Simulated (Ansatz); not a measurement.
System: AlH···CH4.

Input

```
crystal:
  periodic: [false, false, false]
  atoms:
    - { symbol: Al, position_ang: [0.0, 0.0, 0.0] }
    - { symbol: C, position_ang: [1.4047, 0.0, 1.654] }
    - { symbol: H, position_ang: [0.4051, -0.3092, 2.0245] }
    - { symbol: H, position_ang: [2.1723, -0.7111, 2.0245] }
    - { symbol: H, position_ang: [1.6368, 1.0203, 2.0245] }
    - { symbol: H, position_ang: [1.7519, 0.0, 0.1685] }
    - { symbol: H, position_ang: [-1.351, 0.0, -0.78] }
basis:
  gaussian: { orbitals: def2-SVP }
hamiltonian:
  xc: hf
relax:
  f_tol: 0.15
  max_steps: 25
  restrain:
    - { distance: [1, 5], at: 1.11, k: 30.0 }
    - { distance: [0, 1], at: 3.17, k: 30.0 }
    - { distance: [0, 5], at: 2.76, k: 30.0 }
output:
  orbitals: {}
```

Run with:

```sh
ansatz run input.yaml --threads 1 --pin off --max-ram 2048MiB --backend cpu --events-out ev --progress --plain --runs-dir out
```

The fields are those of the relaxed geometry.

The calculation used RHF/def2-SVP (Ansatz 0.2.0).

> What will maps of the electron density and electron localisation function show?

C2···Al1 (3.18 Å): the density falls to about 0.05 e/Å³ on the way; the ELF dips to about 0.05 between them.
C–H (1.09 Å): ρ is about 1.9 e/Å³ halfway; the ELF climbs to about 1 towards the hydrogen, as it does in any bond to H; a covalent bond by its length.

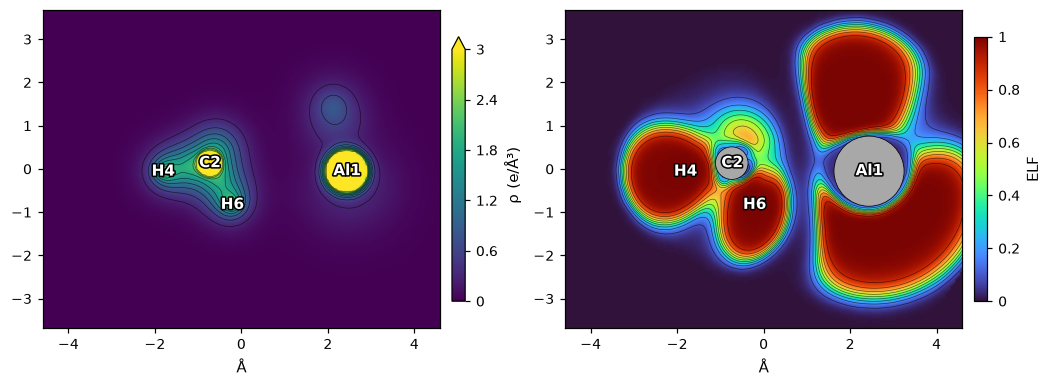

Computed electron density and electron localisation function on the plane of atoms H4, C2 and H6, in this order. Grey discs cover the atomic cores in the ELF map. 
